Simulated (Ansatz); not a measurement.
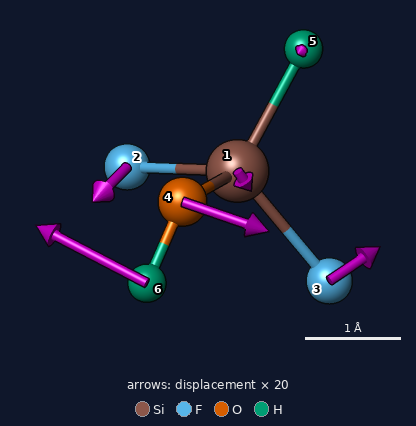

This is a relaxation of SiH$_{2}$OF$_{2}$. The starting structure is drawn; purple arrows show the displacements, magnified 20 times. The two geometries are superimposed by the best rigid fit.

A ball-and-stick model, seen from a free direction.

It is one of the separated reactants of a reaction.

The calculation used RKS PBE0-D4/def2-TZVP in Ansatz. Set-up: force threshold 0.005 eV/Å; at most 200 steps.

**What happened in the run?**

H6 moves most after the best rigid fit: 0.069 Å. Largest moves by element: H 0.069 Å, O 0.050 Å, F 0.036 Å, Si 0.015 Å. After 6 accepted moves (8 points after the start) the energy has fallen by 0.11 kcal/mol. The largest force component goes from 0.44 to 0.0042 eV/Å. The line search rejected the trial steps at points 4, 7 of the run.
